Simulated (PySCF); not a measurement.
**CCSD(T)/6-311G(d,p) run of CH2FN (SMILES [H]/N=C/F)**

What is the vertical singlet–triplet gap of CH2FN at CCSD(T)/6-311G**? 

The calculation is run with PySCF 2.14.0.

## (1) The structure to begin with

The species is CH2FN (5 atoms), meant as a singlet with charge 0. As SMILES, `[H]/N=C/F`. Geometry: relaxed at PBE0-D4/def2-TZVP.

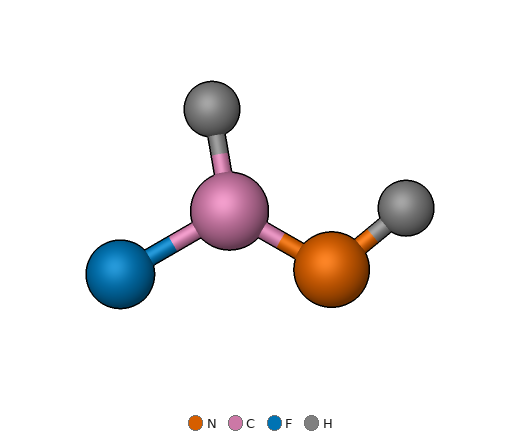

Viewed from a chosen angle; nitrogen orange, carbon pink, fluorine blue, hydrogen grey.

## (2) A single-point energy at CCSD(T)/6-311G(d,p)

input.xyz

```xyz
5

N     -0.719900    -0.454400    -0.439800
C      0.296500    -0.034500     0.137300
F      1.242400    -0.884800     0.520800
H     -1.343900     0.314100    -0.667300
H      0.574800     0.986000     0.407600
```

input.py

```python
from pyscf import gto, scf, cc

mol = gto.Mole()
mol.atom = 'input.xyz'
mol.basis = '6-311g**'
mol.verbose = 4
mol.max_memory = 1860
mol.spin = 0
mol.charge = 0
mol.build()

calc0 = scf.RHF(mol)
calc0.conv_tol = 1e-10
calc0.kernel()
if not calc0.converged:
    calc0 = calc0.newton().run(calc0.mo_coeff, calc0.mo_occ)

mycc = cc.CCSD(calc0, frozen=3)
mycc.kernel()
e_t = mycc.ccsd_t()
e_final = mycc.e_tot + e_t
print('E = %.10f Eh' % e_final)
```

Started as:

```sh
$ OMP_NUM_THREADS=1 python input.py
```

The program printed:

```text
PySCF version 2.14.0

[... 61 lines left out ...]
converged SCF energy = -192.948968188847
[... 12 lines left out ...]
Init t2, MP2 energy = -193.463559692331  E_corr(MP2) -0.514591503483287
[... 12 lines left out ...]
CCSD converged
[... 2 lines left out ...]
E = -193.4952567701 Eh
```

It took 8.4 s on 1 thread of Arm Neoverse V1, shared host; peak memory 0.22 GiB.

## (3) The triplet, same level

job.py

```python
from pyscf import gto, cc

mol = gto.Mole()
mol.atom = [
    ('N', (-0.719900, -0.454400, -0.439800)),
    ('C', (0.296500, -0.034500, 0.137300)),
    ('F', (1.242400, -0.884800, 0.520800)),
    ('H', (-1.343900, 0.314100, -0.667300)),
    ('H', (0.574800, 0.986000, 0.407600)),
]
mol.max_memory = 1860
mol.spin = 2
mol.verbose = 4
mol.basis = '6-311g**'
mol.build()

mf = mol.UHF()
mf.conv_tol = 1e-10
mf.kernel()
if not mf.converged:
    mf = mf.newton().run(mf.mo_coeff, mf.mo_occ)

mycc = cc.CCSD(mf, frozen=3)
mycc.kernel()
e_t = mycc.ccsd_t()
e_tot = mycc.e_tot + e_t
print('Final energy', e_tot)
```

Started as:

```sh
$ OMP_NUM_THREADS=1 python job.py
```

The program printed:

```text
PySCF version 2.14.0

[... 40 lines left out ...]
WARN: HOMO 0.0742111086255406 >= LUMO -0.32894091120567
[... 82 lines left out ...]
converged SCF energy = -192.770547467236  <S^2> = 2.0175928  2S+1 = 3.0117057
[... 12 lines left out ...]
Init t2, MP2 energy = -0.466029474278665
[... 25 lines left out ...]
UCCSD converged
[... 2 lines left out ...]
Final energy -193.274888121686
```

Wall time 53 s (1 thread of Arm Neoverse V1, shared host); peak memory 0.77 GiB.

## (4) What came out

Level: CCSD(T)/6-311G**, 3 core orbitals frozen.

| quantity | value |
| --- | --- |
| singlet: total energy | -193.49526 Eh |
| singlet: dipole moment (Hartree–Fock density) | 3.22 D |
| singlet: HOMO energy (Hartree–Fock orbitals) | -12.55 eV |
| singlet: LUMO energy (Hartree–Fock orbitals) | 4.02 eV |
| singlet: HOMO–LUMO gap (Hartree–Fock orbitals) | 16.57 eV |
| singlet: correlation energy (3 core orbitals frozen) | -546.3 mEh |
| singlet: (T) correction | -17.74 mEh |
| singlet: T1 diagnostic | 0.013 |
| triplet: total energy | -193.27489 Eh |
| triplet: dipole moment (Hartree–Fock density) | 2.92 D |
| triplet: HOMO energy (Hartree–Fock orbitals) (highest over α and β) | -6.82 eV |
| triplet: LUMO energy (Hartree–Fock orbitals) (lowest over α and β) | 0.46 eV |
| triplet: correlation energy (3 core orbitals frozen) | -504.3 mEh |
| triplet: (T) correction | -13.30 mEh |
| triplet: ⟨S²⟩ of the reference determinant | 2.018 |
| triplet: T1 diagnostic | 0.018 |
| vertical energy of the triplet above the singlet | 5.997 eV |

In words: At this shape the triplet lies 6.00 eV (579 kJ/mol) above the singlet. The triples (singlet) make up 3.2 % of the correlation energy. The triples (triplet) make up 2.6 % of the correlation energy.
